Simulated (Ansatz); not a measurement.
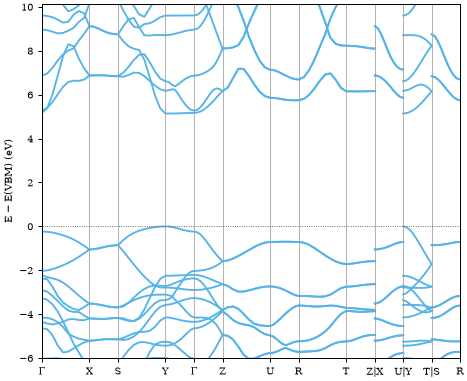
Fig. 1. Band structure from DFT-LDA in the program Ansatz with PAW potentials

Question: Read off the gap and where the band edges lie.

Answer: About 5.1 eV (5.14 eV by a search for the band edges); maximum at Y, minimum on the Y–Γ line, 18 % of the way from Y.

Question: Which of these materials gives this?
A) CaF2, Pmc2_1 (Ca on 2a, F on 2b, F on 2a)
B) BeS, Pnma (Be on 4c, S on 4c)
C) SiNF, Pmn2_1 (Si on 2a, N on 2a, F on 2a)

Answer: C, SiNF, Pmn2_1 (Si on 2a, N on 2a, F on 2a)

The start of the workflow was typed in or built on a structure type; neither database checked (COD, Materials Project) lists it. Its standing as an ambient phase is unchecked. The LDA relaxation kept the symmetry of its start; its stability against distortions is not shown here. The volume moved by -42 % from the start of the relaxation. A crystal of weakly bound layers computed without a dispersion correction: the cell and the soft elastic constants depend strongly on that.

Potentials: the earlier of the program's two PAW sets. The files were generated under PBE; for other functionals the program regenerates the frozen cores, and for LDA and PBEsol the local potential too.
